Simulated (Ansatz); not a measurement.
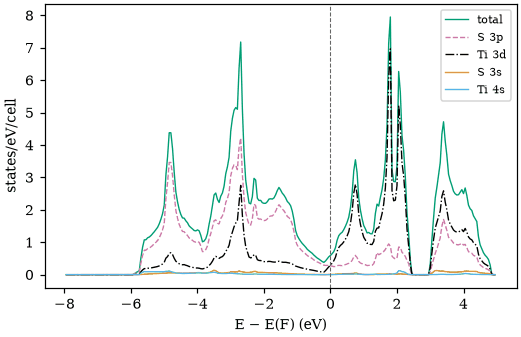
Fig. 1. Total and projected density of states of TiS$_{2}$ (CdI2 type, space group No. 164), DFT-LDA in the program Ansatz with PAW potentials

Task: Which orbitals carry the states next to the Fermi level?

Result: Within 0.5 eV of the Fermi level: Ti 3d 56 %, S 3p 39 %. Projections are on Löwdin-orthogonalised atomic valence shells; empty p or d shells of many metals are not among them.

Task: Where is the tallest occupied peak in this window, and what makes it?

Result: Near -2.7 eV, about 7.2 states/eV per cell; the largest projected share is S 3p.

Space group P-3m1 (CdI2 type). The LDA relaxation kept the symmetry of its start. No spin polarisation was allowed. A crystal of weakly bound layers computed without a dispersion correction: the cell and the soft elastic constants depend strongly on that.

Potentials: the later of the program's two PAW sets.
